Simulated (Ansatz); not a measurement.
System: Al3F9.

Input file:

```
crystal:
  periodic: [false, false, false]
  atoms:
    - {symbol: Al, position_ang: [-1.402659, 1.401571, -0.010735]}
    - {symbol: F, position_ang: [-1.432233, 2.436071, -1.288397]}
    - {symbol: F, position_ang: [-2.440302, 1.428894, 1.264430]}
    - {symbol: F, position_ang: [0.270493, 1.336745, 0.625032]}
    - {symbol: Al, position_ang: [1.755743, 0.360934, 0.847955]}
    - {symbol: F, position_ang: [2.940063, 0.995232, -0.099946]}
    - {symbol: F, position_ang: [1.902359, -0.001288, 2.445069]}
    - {symbol: F, position_ang: [1.060996, -1.060653, 0.008763]}
    - {symbol: Al, position_ang: [-0.352831, -1.762267, -0.837798]}
    - {symbol: F, position_ang: [-0.999058, -2.935056, 0.116346]}
    - {symbol: F, position_ang: [0.025842, -1.927054, -2.429325]}
    - {symbol: F, position_ang: [-1.328404, -0.273130, -0.641395]}
basis:
  gaussian: {orbitals: def2-TZVP, initial_orbitals: start.molden}
hamiltonian: {xc: pbe0, dispersion: d4}
scf: {omitted_lower_state_checks: [starts]}
output: {orbitals: {seedname: orbitals}}
```

Run with:

```sh
ansatz run in.yaml --threads 4 --pin off --events-out ev --progress --plain --max-ram 6963MiB
```

Geometry: PBE0-D4/def2-SVP.

All numbers below come from RKS PBE0-D4/def2-TZVP (Ansatz 0.2.0).

### What will maps of the electron density and electron localisation function show?

Al–F (1.79 Å): the density is about 0.59 e/Å³ at the midpoint; the ELF peaks at about 0.85 in the valence shell of F, 0.5 Å from its nucleus, and is about 0.30 at the midpoint.

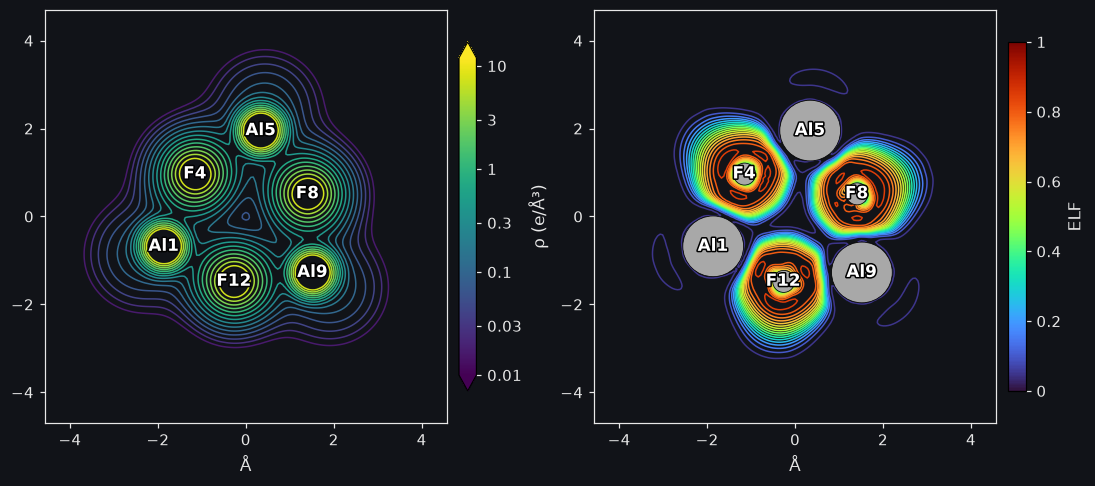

Computed electron density and electron localisation function on the plane of atoms Al5, F8 and Al9, in this order. Grey discs cover the atomic cores in the ELF map. 
